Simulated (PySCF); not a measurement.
C$_{3}$H$_{9}$ClSSi$_{2}$

Input

```
{"job": {"kind": "nmr", "xc": "PBE0", "basis": "pcSseg-1"}, "charge": 0, "multiplicity": 1}
C     -2.776706     0.497135     1.406856
C     -2.308444    -0.220214     0.397653
Si    -0.807850     0.241035    -0.638082
C      0.429297    -1.203874    -0.490310
S      1.927631    -0.967193    -1.520280
Si     3.051651     0.495473    -0.441669
Cl     2.821073     0.244117     1.544429
H     -2.308568     1.419433     1.709944
H     -3.644551     0.203096     1.977726
H     -2.826262    -1.137084     0.139908
H     -1.162536     0.400147    -2.051612
H     -0.179756     1.464348    -0.124689
H      0.759676    -1.372263     0.532784
H     -0.002242    -2.132356    -0.858522
H      2.592756     1.837288    -0.772084
H      4.427232     0.239856    -0.823464
```

Launched as:

```sh
OMP_NUM_THREADS=1 python probes_run.py task.json out
```

Geometry: GFN2-xTB.

The calculation used PySCF, PBE0/pcSseg-1, SCF density, gas phase, non-relativistic.

Question: Predict the electron density and electron localisation function between the atoms.

Answer: C–C (1.32 Å): ρ is about 2.3 e/Å³ halfway; the ELF peaks at about 0.90 between the atoms: a multiple bond.
C–Si (1.88 Å): ρ at the midpoint is about 0.94 e/Å³; the ELF peaks at about 0.95 between the atoms; localised, covalent bonding.
C–H (1.08 Å): ρ at the midpoint is about 2 e/Å³; the ELF climbs to about 1 towards the hydrogen, as it does in any bond to H (a covalent bond by its length).

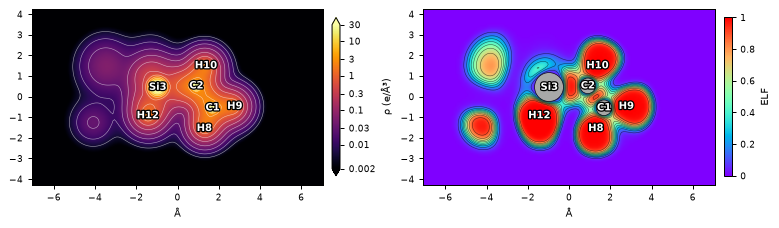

Computed electron density and electron localisation function on the plane of atoms C2, C1 and H8, in this order. Grey discs cover the atomic cores in the ELF map. 
